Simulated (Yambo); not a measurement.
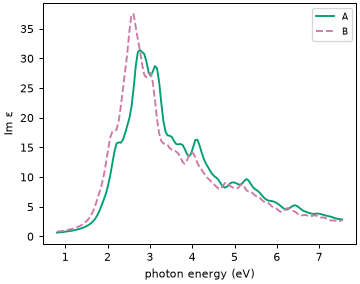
Figure. Two computed absorption spectra of BaAlSiH (space group P3m1, No. 156) under isotropic strain of -3 % on all lattice vectors (Yambo, PBEsol bands with the same scissor, field along x)

Axes are Cartesian, with cell vectors (Å) (4.17, 0.00, 0.00), (-2.09, 3.61, 0.00), (0.00, 0.00, 4.91).

### Question
Which curve includes the electron-hole attraction (BSE)?

### Answer
Curve B: the attraction moves weight to lower energy (centre of the plotted range 3.6 eV against 3.8 eV). Settings: 6×6×4 mesh, 4 valence and 9 conduction bands, static screening with 39 bands and a 4 Ry block, scissor 0.49 eV, Tamm-Dancoff. The scissor comes from a G0W0 run whose convergence isn't established. Broadening 0.15 eV. The band window holds all transitions up to 7.6 eV. On this mesh the peak heights and the fine structure are mesh artefacts; only the shift of weight is robust.

Geometry strained from the cell relaxed with PBEsol, atoms relaxed again; primitive cell a = b = 4.1702 Å, c = 4.9101 Å, α = β = 90.00°, γ = 120.00°.

The structure is a Materials Project entry; no match was found in the copy of COD used, and its stability was not checked.
